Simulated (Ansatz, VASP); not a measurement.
# BAs: VASP beside Ansatz

Wanted: the spread between two codes on one cell, functional and k mesh.

Method: plane waves, with VASP 6.6.1 beside it; band structure at PBE0, in Ansatz 0.2.0.

**1. The structure**

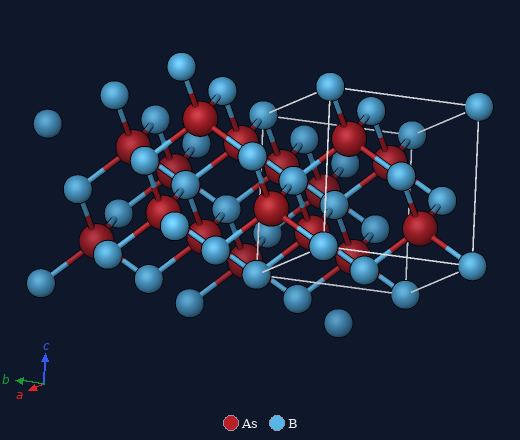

The starting structure, seen from a free direction (arsenic red, boron blue). 2×2×1 cells are drawn. This picture shows the conventional cell, with its axes. Bonds to atoms that aren't drawn are left out. Some periodic images of atoms are drawn too.

As a file:

```
As B
1.0
     0.00000    2.38850    2.38850
     2.38850    0.00000    2.38850
     2.38850    2.38850    0.00000
As B
1 1
Direct
  0.75000 0.75000 0.75000
  0.00000 0.00000 0.00000
```

**2. VASP: band structure, PBE0**

The same path points are solved in both programs, so levels can be compared one by one.

Lines of VASP's logs that name or quote its potential files are left out, and so is its time.

File INCAR:

```
SYSTEM = BAs
PREC = Accurate
ENCUT = 370
EDIFF = 1E-06
NELM = 100
ISMEAR = 0
SIGMA = 0.03
LREAL = .FALSE.
ALGO = Normal
LHFCALC = .TRUE.
AEXX = 0.25
GGA = PE
LASPH = .TRUE.
NBANDS = 10
PRECFOCK = Fast
HFRCUT = -1
LORBIT = 11
LWAVE = .FALSE.
LCHARG = .FALSE.
KPAR = 4
```

File POSCAR:

```
BAs
1.0
    0.0000000000      2.3885000000      2.3885000000
    2.3885000000      0.0000000000      2.3885000000
    2.3885000000      2.3885000000      0.0000000000
As B
1 1
Direct
    0.7500000000      0.7500000000      0.7500000000
    0.0000000000      0.0000000000      0.0000000000
```

File KPOINTS:

```
Automatic mesh
0
Gamma
5 5 5
0 0 0
```

File KPOINTS_OPT:

```
Line mode
10
Line-mode
Reciprocal
  0.00000000   0.00000000   0.00000000 GAMMA
  0.50000000   0.00000000   0.50000000 X

  0.50000000   0.00000000   0.50000000 X
  0.50000000   0.25000000   0.75000000 W

  0.50000000   0.25000000   0.75000000 W
  0.37500000   0.37500000   0.75000000 K

  0.37500000   0.37500000   0.75000000 K
  0.00000000   0.00000000   0.00000000 GAMMA

  0.00000000   0.00000000   0.00000000 GAMMA
  0.50000000   0.50000000   0.50000000 L

  0.50000000   0.50000000   0.50000000 L
  0.62500000   0.25000000   0.62500000 U

  0.62500000   0.25000000   0.62500000 U
  0.50000000   0.25000000   0.75000000 W

  0.50000000   0.25000000   0.75000000 W
  0.50000000   0.50000000   0.50000000 L

  0.50000000   0.50000000   0.50000000 L
  0.37500000   0.37500000   0.75000000 K

  0.62500000   0.25000000   0.62500000 U
  0.50000000   0.00000000   0.50000000 X
```

Potentials, in the order of the species: As and B (PBE family, release 64).

The run is started by

```console
$ mpirun -np 4 vasp_std
```

Numbers of over 12 decimals in the logs are rounded to 6 here.

Output:

```text
[banner, memory and clock lines left out]
running    4 mpi-ranks, on    1 nodes
 distrk:  each k-point on    1 cores,    4 groups
 distr:  one band on    1 cores,    1 groups

 POSCAR found type information on POSCAR AsB
 POSCAR found :  2 types and       2 ions
 LDA part: xc-table for (Slater+PW92), standard interpolation
 found WAVECAR, reading the header
 POSCAR, INCAR and KPOINTS ok, starting setup
 FFT: planning ... GRIDC
 FFT: planning ... GRID_SOFT
 FFT: planning ... GRID
 HFRCUT set to (new)   9.334170
 reading WAVECAR
 the WAVECAR file was read successfully
 initial charge from wavefunction
 entering main loop
       N       E                     dE             d eps       ncg     rms          rms(c)
DAV:   1    -0.141235745341E+02   -0.14124E+02   -0.78106E-01   204   0.648E+00    0.261E+00
DAV:   2    -0.141286735234E+02   -0.50990E-02   -0.10281E-02   226   0.696E-01    0.171E+00
DAV:   3    -0.141272527303E+02    0.14208E-02   -0.12548E-03   218   0.193E-01    0.988E-01
DAV:   4    -0.141268182645E+02    0.43447E-03   -0.41848E-04   220   0.105E-01    0.542E-01
DAV:   5    -0.141266777878E+02    0.14048E-03   -0.70629E-05   220   0.542E-02    0.303E-01
DAV:   6    -0.141266288820E+02    0.48906E-04   -0.18145E-05   242   0.331E-02    0.171E-01
DAV:   7    -0.141266139118E+02    0.14970E-04   -0.69806E-06   222   0.203E-02    0.968E-02
DAV:   8    -0.141266098166E+02    0.40952E-05   -0.21771E-06   214   0.115E-02    0.544E-02
DAV:   9    -0.141266089012E+02    0.91539E-06   -0.68084E-07   112   0.650E-03
   1 F= -.14126609E+02 E0= -.14126609E+02  d E =-.499901E-12
 Start KPOINTS_OPT (optional k-point list driver)
k-point batch [1-10\100]
       N       E                     dE             ncg
DAV:   1     0.200284110373E+03   -0.11474E+04      200
DAV:   2    -0.543669001291E+02   -0.25465E+03      262
DAV:   3    -0.694419090488E+02   -0.15075E+02      248
DAV:   4    -0.695428318492E+02   -0.10092E+00      258
DAV:   5    -0.695434682698E+02   -0.63642E-03      252
DAV:   6    -0.695434701201E+02   -0.18503E-05      236
DAV:   7    -0.695434701266E+02   -0.65101E-08      216
[...]
k-point batch [91-100\100]
       N       E                     dE             ncg
DAV:   1    -0.430334154597E+01   -0.28997E+04      200
DAV:   2    -0.192411868932E+03   -0.18811E+03      282
DAV:   3    -0.198838248247E+03   -0.64264E+01      274
DAV:   4    -0.198882925331E+03   -0.44677E-01      276
DAV:   5    -0.198883047218E+03   -0.12189E-03      256
DAV:   6    -0.198883047422E+03   -0.20419E-06      248
```

From OUTCAR (step 2):

```text
ion  position               nearest neighbor table
   1  0.750  0.750  0.750-   2 2.07   2 2.07   2 2.07   2 2.07
   2  0.000  0.000  0.000-   1 2.07   1 2.07   1 2.07   1 2.07

  LATTYP: Found a face centered cubic cell.
 ALAT       =     4.7770000000

 Subroutine GETGRP returns: Found 24 space group operations
 (whereof 24 operations were pure point group operations)

The static configuration has the point symmetry T_d .

 Found     10 irreducible k-points:

   k-points           NKPTS =     10   k-points in BZ     NKDIM =    125   number of bands    NBANDS=     10

   dimension x,y,z NGX =    24 NGY =   24 NGZ =   24
   dimension x,y,z NGXF=    48 NGYF=   48 NGZF=   48

   ENCUT  =  370.0 eV  27.19 Ry    5.21 a.u.   5.30  5.30  5.30*2*pi/ulx,y,z

   NELECT =       8.0000    total number of electrons

 k-points in reciprocal lattice and weights: Automatic mesh
   0.00000000  0.00000000  0.00000000       0.008
   0.20000000  0.00000000  0.00000000       0.064
   0.40000000  0.00000000  0.00000000       0.064
   0.20000000  0.20000000  0.00000000       0.048
   0.40000000  0.20000000  0.00000000       0.192
  -0.40000000  0.20000000  0.00000000       0.192
  -0.20000000  0.20000000  0.00000000       0.096
   0.40000000  0.40000000  0.00000000       0.048
  -0.40000000  0.40000000  0.00000000       0.096
  -0.40000000  0.40000000  0.20000000       0.192

  exchange ACFDT corr.  =         0.00000000  see jH, gK, PRB 81, 115126

 average (electrostatic) potential at core
       1 -44.6573       2 -23.4039

 E-fermi :   5.5010

 k-point     1 :       0.0000    0.0000    0.0000
  band No.  band energies     occupation
      1     -11.6517      2.00000
      2       5.3651      2.00000
      3       5.3651      2.00000
      4       5.3651      2.00000
      5      10.1816      0.00000
      6      10.1816      0.00000
      7      10.1816      0.00000
      8      11.9858      0.00000
      9      16.7214      0.00000
    ...

 k-point     2 :       0.2000    0.0000    0.0000
  band No.  band energies     occupation
      1     -10.9503      2.00000
      2       1.2565      2.00000
      3       4.4238      2.00000
      4       4.4238      2.00000
      5      10.1975      0.00000
      6      11.3969      0.00000
      7      11.3969      0.00000
      8      14.5363      0.00000
      9      18.3041      0.00000
    ...

 k-point     3 :       0.4000    0.0000    0.0000
  band No.  band energies     occupation
      1      -9.0696      2.00000
      2      -3.4359      2.00000
      3       3.4782      2.00000
      4       3.4782      2.00000
      5       9.7200      0.00000
      6      11.8422      0.00000
      7      11.8422      0.00000
      8      16.1672      0.00000
      9      19.4583      0.00000
    ...

  energy-cutoff  :      370.00
  volume of cell :       27.25
      direct lattice vectors                 reciprocal lattice vectors
     0.000000000  2.388500000  2.388500000    -0.209336404  0.209336404  0.209336404
     2.388500000  0.000000000  2.388500000     0.209336404 -0.209336404  0.209336404
     2.388500000  2.388500000  0.000000000     0.209336404  0.209336404 -0.209336404

 POSITION                                       TOTAL-FORCE (eV/Angst)
 -----------------------------------------------------------------------------------
      3.58275      3.58275      3.58275        -0.000000     -0.000000     -0.000000
      0.00000      0.00000      0.00000         0.000000      0.000000      0.000000
 -----------------------------------------------------------------------------------
    total drift:                               -0.000001     -0.000001     -0.000001

  FREE ENERGIE OF THE ION-ELECTRON SYSTEM (eV)
  ---------------------------------------------------
  free  energy   TOTEN  =       -14.1266089012 eV

  energy  without entropy=      -14.1266089012  energy(sigma->0) =      -14.12660890

 total charge
# of ion       s       p       d       tot
------------------------------------------
    1        1.182   1.705   0.092   2.980
    2        0.653   1.181   0.000   1.834
--------------------------------------------------
tot          1.835   2.886   0.092   4.813

[... 3 further parts left out ...]
```

**3. Ansatz: band structure, PBE0**

Ansatz runs on its default PAW (the set named soft_2) files.

The same cell, functional, mesh and smearing now go to Ansatz, which takes its cutoff from its data sets.

File input.yaml:

```yaml
crystal:
  lattice:
    - [0.0, 2.3885, 2.3885]
    - [2.3885, 0.0, 2.3885]
    - [2.3885, 2.3885, 0.0]
  atoms:
    - { symbol: As, position: [0.75, 0.75, 0.75] }
    - { symbol: B, position: [0.0, 0.0, 0.0] }
hamiltonian:
  xc: pbe0
  pseudopotentials: { kind: paw }
kpoints:
  mp_grid: { grid: [5, 5, 5] }
  band_path:
    path:
      - [0.0, 0.0, 0.0]
      - [0.38889, 0.0, 0.38889]
      - [0.5, 0.0, 0.5]
      - [0.5, 0.22222, 0.72222]
      - [0.40278, 0.34722, 0.75]
      - [0.125, 0.125, 0.25]
      - [0.27778, 0.27778, 0.27778]
      - [0.55556, 0.38889, 0.55556]
      - [0.58333, 0.25, 0.66667]
      - [0.5, 0.30556, 0.69444]
      - [0.48611, 0.48611, 0.52778]
      - [0.625, 0.25, 0.625]
      - [0.5, 0.0, 0.5]
    npoints: 1
scf:
  occupations: { method: gaussian, width: 0.03 }
  n_extra_bands: 7
output:
  forces: true
  stress: true
  eigenvalues: true
```

The run is started by

```console
$ ansatz run input.yaml --threads 4 --pin off --max-ram 9216MiB --backend cpu --events-out ev --progress --plain --runs-dir out
```

Output:

```text
Warning: output.stress: scf.convergence.dr2_threshold = 1e-7 eV (the SCF's general default) is looser than the 2e-10 eV advised for a printed stress (1e-10 eV for each atom of the cell: 2). What an SCF threshold leaves in a stress goes as its square root, and in the free energy as the threshold itself, and one threshold admits the most on a small cell: [figures from the program's tests cut] Set scf.convergence.dr2_threshold to 2e-10 eV or tighter. The threshold is an SCF's pass mark: one that does not reach it within its budget of iterations ends unconverged, or closes short of it on a stop that the run arms, and scf.convergence.dr2_threshold's page says what that costs each kind of run
Warning: output.stress: scf.exx.energy_threshold = 1e-6 eV is looser than the 2e-8 eV advised for a stress under a hybrid functional (1e-8 eV for each atom of the cell: 2). Every SCF of the exchange loop can meet its threshold on dr2 while the loop round them stops early: no threshold on dr2 bounds what that leaves in the stress. Set scf.exx.energy_threshold to 2e-8 eV or tighter. The threshold is the loop's pass mark: a loop that does not reach it within its budget of cycles ends unconverged, and scf.exx.energy_threshold's page has the law
scf.n_extra_bands = 7 over 9 filled bands (N_el = 18.0): the run solves 16 bands
Engine: ansatz 0.2.0, x86_64-unknown-linux-gnu
Pseudopotentials: kind: paw
Pseudopotential: As, paw, valence charge 15, recommended cutoff 420 eV (normal), As.paw.azcp
Pseudopotential: B, paw, valence charge 3, recommended cutoff 420 eV (normal), B.paw.azcp
Functional definition: PBE0
  parameter a = 0.25
  parameter kappa = 0.804
  parameter beta = 0.066725
  exchange = (1 - a)*pbe_x(kappa = kappa, mu = beta*pi^2/3) + a*exact_x
  correlation = pbe_c(beta = beta)
Crystal: 2 atoms, lattice volume = 27.252 Å³
Basis set: ecut = 420 eV, 531 PW (Γ), exchange–correlation on 48×48×48 points (8 copies of the dense FFT grid, shifted against one another)
Bands: 16, of which v1, the nominal top of the filled ones, is band 9 counted from 1 (8 counted from 0)
Symmetry: 24 space group operations
Space group: F-43m (ITA 216), of the structure as read, at distance tolerance 3.0e-5 Å
k-points: 10 of 125 (time reversal used)
Non-local potential: As, projectors of the file, l = 0: 2, l = 1: 2, l = 2: 3, l = 3: 1
Non-local potential: B, projectors of the file, l = 0: 2, l = 1: 2, l = 2: 1
PAW form: soft (Blöchl's): semilocal exchange-correlation on the pseudo side does not see the compensation charge
PAW frozen core: As, regenerated for the run's functional, and the local potential with it (the file was generated under x = pbe(κ = 0.804, μ = 0.219515), c = pbe(β = 0.066725))
PAW frozen core: B, regenerated for the run's functional, and the local potential with it (the file was generated under x = pbe(κ = 0.804, μ = 0.219515), c = pbe(β = 0.066725))
PAW one-centre angular grid: As, 590 points (default); XC on 64 Gauss nodes
PAW one-centre angular grid: B, 110 points (default); XC on 64 Gauss nodes
Initial density: superposition of atomic densities (neutral atoms: chi_scale 0, normalization atom), corrected by the library's trained network
Initial wavefunctions: pseudopotential atomic-orbital guess
Functional: x = pbe(κ = 0.804, μ = 0.219515), c = pbe(β = 0.066725), warm-up for x = 0.75 pbe(κ = 0.804, μ = 0.219515) + 0.25 exact, c = pbe(β = 0.066725)
SCF iter   1: F=—  HF=-5012.043202 eV  |F-HF|=—  |Δ(HF+E_count)|=         —  Δρ=1.25e-3  dr2=3.29e-4  ethr=1.77e-3  ⟨swp⟩=9.2  Hψ=729  notcnv=0
preconditioner: auto → none  [insulator: Δε(μ)=1.183 eV  Ē_g=15.620 eV  σ=0.030 eV  W_gap=1.00  n_scr=8 (ndim 8)  ℏωp=20.1 eV  f_vac=0.001  D(μ)=0.00/eV (n_scr^D=0)]
SCF iter   2: F=-5012.043327 eV  HF=-5012.043287 eV  |F-HF|=3.98e-5  |Δ(HF+E_count)|=   8.50e-5  Δρ=5.73e-4  dr2=6.93e-5  ethr=1.83e-6  ⟨swp⟩=4.1  Hψ=419  notcnv=0
SCF 1 stopped early in 2 iterations: F = -5012.043327 eV  dr2 = 6.93e-5
  greatest PAW one-centre occupation: 0.999 electrons in one spin orbital (limit 2), on the As atom at site 0 (counted from 0), in its partial waves of l = 2
Initial density: handed on by an earlier stage of this run
Initial wavefunctions: those handed on with the density
Functional: x = 0.75 pbe(κ = 0.804, μ = 0.219515) + 0.25 exact, c = pbe(β = 0.066725)
Frozen-core exchange: fock
SCF iter   1: F=—  HF=-5013.462720 eV  |F-HF|=—  |Δ(HF+E_count)|=         —  Δρ=6.45e-3  dr2=6.20e-3  ethr=3.85e-6  ⟨swp⟩=5.4  Hψ=693  notcnv=0
preconditioner: auto → none  [insulator: Δε(μ)=2.476 eV  Ē_g=18.194 eV  σ=0.030 eV  W_gap=1.00  n_scr=8 (ndim 8)  ℏωp=20.1 eV  f_vac=0.001  D(μ)=0.00/eV (n_scr^D=0)]
SCF iter   2: F=—  HF=-5013.456072 eV  |F-HF|=—  |Δ(HF+E_count)|=   6.65e-3  Δρ=2.93e-3  dr2=1.56e-3  ethr=3.85e-6  ⟨swp⟩=4.0  Hψ=471  notcnv=0
SCF iter   3: F=—  HF=-5013.455786 eV  |F-HF|=—  |Δ(HF+E_count)|=   2.86e-4  Δρ=1.28e-3  dr2=5.91e-4  ethr=3.85e-6  ⟨swp⟩=2.0  Hψ=251  notcnv=0
SCF iter   4: F=—  HF=-5013.460789 eV  |F-HF|=—  |Δ(HF+E_count)|=   5.00e-3  Δρ=7.41e-4  dr2=6.34e-5  ethr=8.32e-7  ⟨swp⟩=4.0  Hψ=445  notcnv=0
iter 5 solved again at ethr=3.25e-9 eV; its pass at ethr=3.20e-7 eV (dr2=5.85e-7 eV) is discarded
SCF iter   5: F=—  HF=-5013.460751 eV  |F-HF|=—  |Δ(HF+E_count)|=   3.85e-5  Δρ=5.94e-5  dr2=7.95e-6  ethr=3.25e-9  ⟨swp⟩=3.1  Hψ=614  notcnv=0  defer=1
SCF iter   6: F=-5013.460809 eV  HF=-5013.460810 eV  |F-HF|=9.43e-7  |Δ(HF+E_count)|=   5.96e-5  Δρ=8.79e-5  dr2=1.57e-6  ethr=3.25e-9  ⟨swp⟩=4.0  Hψ=455  notcnv=0
SCF 2 stopped early in 6 iterations: F = -5013.460809 eV  dr2 = 1.57e-6
hybrid outer 1: dexx = +5.628e-3 eV, tail = 6.04e-5 eV
Frozen-core exchange: fock
SCF iter   1: F=—  HF=-5013.461063 eV  |F-HF|=—  |Δ(HF+E_count)|=         —  Δρ=7.68e-5  dr2=9.03e-7  ethr=1.68e-6  ⟨swp⟩=2.6  Hψ=326  notcnv=0
preconditioner: auto → none  [insulator: Δε(μ)=2.528 eV  Ē_g=18.201 eV  σ=0.030 eV  W_gap=1.00  n_scr=8 (ndim 8)  ℏωp=20.1 eV  f_vac=0.001  D(μ)=0.00/eV (n_scr^D=0)]
SCF iter   2: F=—  HF=-5013.461063 eV  |F-HF|=—  |Δ(HF+E_count)|=   4.91e-9  Δρ=1.33e-5  dr2=6.12e-8  ethr=4.70e-9  ⟨swp⟩=4.0  Hψ=382  notcnv=0
SCF iter   3: F=-5013.461063 eV  HF=-5013.461063 eV  |F-HF|=3.05e-10  |Δ(HF+E_count)|=   2.04e-7  Δρ=6.41e-6  dr2=4.13e-9  ethr=1.17e-10  ⟨swp⟩=4.0  Hψ=402  notcnv=0
SCF 3 converged in 3 iterations: F = -5013.461063 eV  dr2 = 4.13e-9
  Residual-converged pass: ⟨swp⟩=2.3  Hψ=253  notcnv=0  max |occ|·‖R‖ = 2.1e-6 eV (tolerance 2.4e-6 eV)  dr2=4.13e-9  dr2_onsite=1.09e-9  max |Δocc| = 0.0e0
hybrid outer 2: dexx = +3.171e-7 eV, tail = 2.95e-8 eV, Δε = 1.55e-3 eV (about 7.80e-5 eV left of the loop's levels)
NSCF: frozen V_eff on 13 k-points
hybrid SCF converged: 2 outer / 9 inner (+2 warm-up), last move |dexx| = 3.17e-7 eV, tail = 2.95e-8 eV
Stability not checked: this state was not tested for a lower state beside it, because the functional holds exact exchange (a hybrid, or Hartree-Fock), whose exchange loop this test does not read (fock_operator; see scf.lower_state_search)
Free energy (F): -5013.461063 eV
Frozen-core exchange: fock
Harris-Foulkes:  -5013.461063 eV  (|F-HF|=3.05e-10)
Internal energy: -5013.461063 eV  (E = F + TS)
E sigma→0 (E₀):  -5013.461063 eV
Fermi energy:    11.668281 eV
--- Per-component energies (eV) ---
  E_band       = -264.216225
  E_kinetic    = 151.276623
  E_local      = -1693.779082  (includes V_loc(G=0)·N_el)
  E_nonlocal   = -658.510935
  E_hartree    = 941.023770
  E_xc         = -86.116438
  E_vxc        = -91.064180  (∫ρ·V_xc dr)
  E_exx        = -74.167062  (= α·E_x^exact, valence–valence)
  E_paw        = -1866.611721  (= ΣΔE_a)
  E_vpaw       = 294.149317  (= ΣTr[D̂ρ^β])
  E_aug_tail   = 0.000007  (compensation charges beyond the density's cutoff)
  E_ewald      = -1725.774997
  E_core_change = -0.801228  (= ΣΔE_core)
  E_smearing   = -0.000000  (= −TS)
  E_closure    = -0.000000  (closes the sum)
  Σ components = -5013.461063   (vs F -5013.461063, Δ=0.00e0)
--- Forces (eV/Å), atoms counted from 1 ---
  atom   1  As    -0.00000000     0.00000000    -0.00000000
  atom   2  B     -0.00000000    -0.00000000    -0.00000000
  max |Σ_I F_I| component: 5.25e-16 eV/Å
--- Stress (GPa, compression-positive) ---
       -0.424994       0.000000      -0.000000
       -0.000000      -0.424994       0.000000
        0.000000       0.000000      -0.424994
  P = ⅓ Tr σ = -0.4250 GPa (-4.250 kbar)
--- Band table (eV; the first three rows and the last of 10) ---
  k-point 0: bands = [... 5 lower, -6.6345, 10.4042, 10.4042, 10.4042, 15.2159, 15.2159, 15.2159, 16.9968, ... 3 higher]
  k-point 1: bands = [... 5 lower, -5.9180, 6.2729, 9.4552, 9.4552, 15.2145, 16.4338, 16.4338, 19.5613, ... 3 higher]
  k-point 2: bands = [... 5 lower, -4.0386, 1.5835, 8.5103, 8.5103, 14.7391, 16.8813, 16.8813, 21.1824, ... 3 higher]
  k-point 9: bands = [... 5 lower, -2.4822, 1.8666, 4.3756, 5.8334, 16.4585, 17.4004, 18.3081, 22.2310, ... 3 higher]
```

Elapsed: 53 s, on 4 threads of Intel Xeon Platinum 8559C (Emerald Rapids), shared host; peak memory 0.7 GiB.

**4. Differences**

Known differences besides the PAW data sets themselves: exact exchange at q = 0 is treated differently, which shows on coarse meshes; VASP keeps PBE cores, Ansatz makes them for the functional; the data sets hold 18 valence electrons in Ansatz (default PAW (the set named soft_2) files) and 8 in VASP; the cutoff is 420 eV in Ansatz and 370 eV in VASP; VASP takes a coarser grid for exact exchange (PRECFOCK = Fast). Total energies have different zeros and are not compared.

The two programs side by side:

```csv
quantity,Ansatz,VASP,difference
gap over the path points (eV),2.530,2.552,-0.022
```

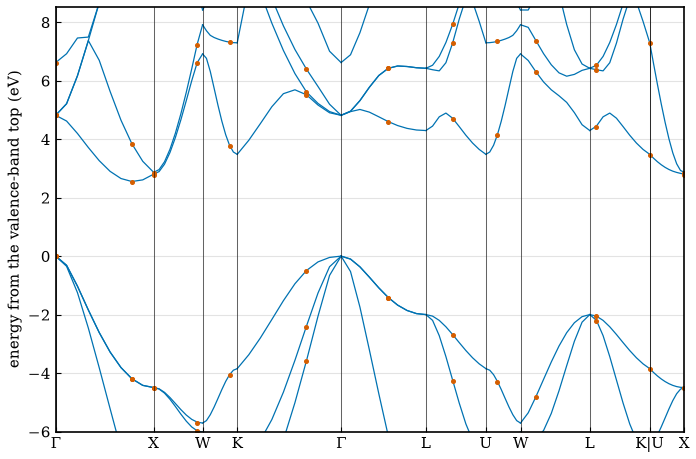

Bands from VASP (lines) and levels from Ansatz (dots). Dots without a line are higher empty bands that the VASP plot leaves out.

Levels at points of the path, from each program's valence-band top (eV; 3 filled, then empty):

```
k (reciprocal lattice)                             Ansatz                               VASP
     0.000 0.000 0.000      0.00 0.00 0.00 4.81 4.81 4.81      0.00 0.00 0.00 4.82 4.82 4.82
     0.389 0.000 0.389  -7.93 -4.21 -4.21 2.53 3.82 12.45  -7.91 -4.19 -4.19 2.55 3.84 12.41
     0.500 0.000 0.500  -9.57 -4.51 -4.51 2.78 2.84 13.75  -9.54 -4.50 -4.50 2.80 2.87 13.71
     0.500 0.222 0.722   -9.09 -6.00 -5.70 6.61 7.24 9.12   -9.07 -5.97 -5.68 6.62 7.24 9.11
     0.403 0.347 0.750  -9.14 -6.53 -4.07 3.77 7.32 10.93  -9.12 -6.51 -4.06 3.79 7.32 10.91
     0.125 0.125 0.250   -3.60 -2.42 -0.51 5.51 5.62 6.39   -3.58 -2.39 -0.49 5.52 5.62 6.39
     0.278 0.278 0.278   -6.16 -1.42 -1.42 4.58 6.42 6.42   -6.14 -1.41 -1.41 4.60 6.42 6.42
     0.556 0.389 0.556   -9.45 -4.26 -2.69 4.70 7.28 7.93   -9.43 -4.23 -2.68 4.72 7.28 7.92
     0.583 0.250 0.667  -9.12 -6.49 -4.30 4.14 7.34 10.57  -9.11 -6.47 -4.29 4.15 7.34 10.55
     0.500 0.306 0.694   -8.96 -6.27 -4.83 6.30 7.37 8.92   -8.94 -6.25 -4.81 6.31 7.37 8.92
```

Among the levels compared (up to four filled and three empty ones at each point), filled levels agree within 28 meV and empty ones within 45 meV.

**5. Summary of results**

| Quantity | Value |
| --- | --- |
| difference in gap over the path points (band structure, PBE0) | -0.022 eV |

In words: The difference in gap over the path points is -0.022 eV (band structure, PBE0), within the 0.08 eV picked in this series as the mark of a large difference. How closely two codes agree says nothing of how well the functional describes the real material.

[Lines on the potential files, build, host, timing and source positions are cut from VASP's logs without a mark.]

[Logs are printed without paths, hosts, clocks, repeated set-up lines and the standing remarks that a program may print on its own settings, such as how far it seeks lower states.]

[Hosts, paths, dates, database ids (printed as entryN), source tags and the programs' standing remarks are cut or masked in the printed files.]
